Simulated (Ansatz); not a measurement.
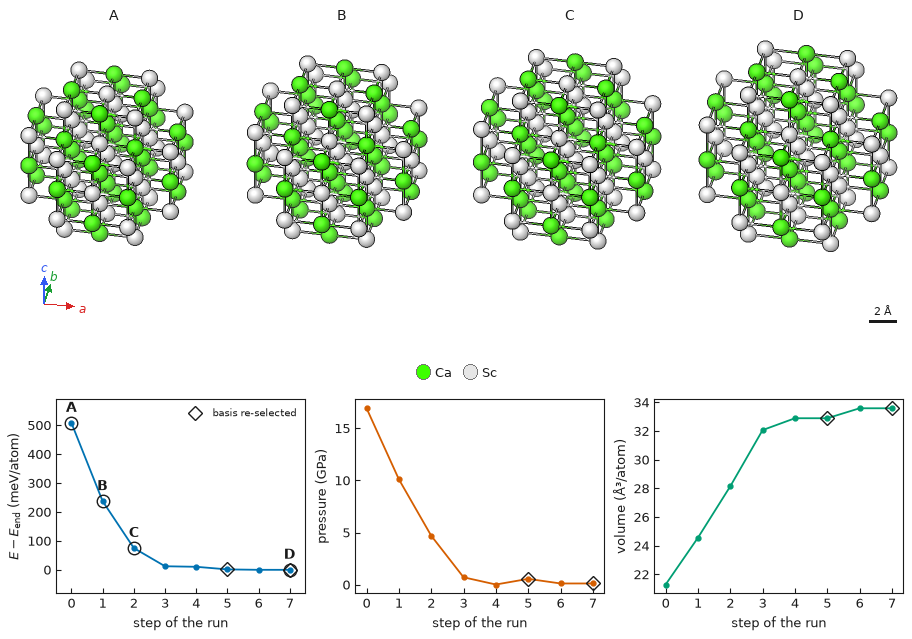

Frames of a relaxation of solid CaSc (a generated structure, set up in Fm-3m) (coarse preliminary run), marked on the history of the run. A ball-and-stick model of the conventional cell (4 times the calculation's cell), seen from a free direction. Lengths and directions refer to the drawn axes.

Method: DFT PBE, scalar-relativistic, plane waves, PAW in Ansatz. (plane-wave cutoff 420 eV; k-point mesh 6 × 6 × 6; occupations gaussian; smearing width 0.1 eV; no spin polarisation; cell and atoms relaxed; force threshold 0.04 eV/Å; at most 70 steps)

Question: Describe the path.

Answer: The atoms keep their places relative to the cell (all moves are under 0.005 Å). The volume changes by +57.7 %, with a = b = c 5.544 → 6.453 Å (+16.4 %). Among the contacts that change: Ca–Sc 2.772 → 3.227 Å. The space group stays Fm-3m (No. 225). After 5 accepted moves (7 points after the start) the energy has fallen by 508 meV per atom. All forces vanish by symmetry, so only the cell relaxes. The pressure goes from 16.92 to 0.12 GPa. At 2 points the geometry stayed and the basis and grid were re-selected for the new cell (energy shift of 9.0 meV per atom at most each time). From step 0 to 1: volume +15.3 %, energy −271 meV per atom. From step 1 to 2: volume +14.6 %, energy −162 meV per atom. From step 2 to 7: volume +19.3 %, energy −75.2 meV per atom.

```csv
step,"E − E(0), meV/atom","pressure, GPa","volume, Å³/atom",note
0,0.00,16.92,21.297,
1,-270.65,10.11,24.566,
2,-432.74,4.70,28.153,
3,-495.61,0.72,32.074,
4,-497.45,0.02,32.899,
5,-506.48,0.57,32.899,"same geometry, new basis"
6,-507.91,0.13,33.594,
7,-507.97,0.12,33.594,"same geometry, new basis"
```
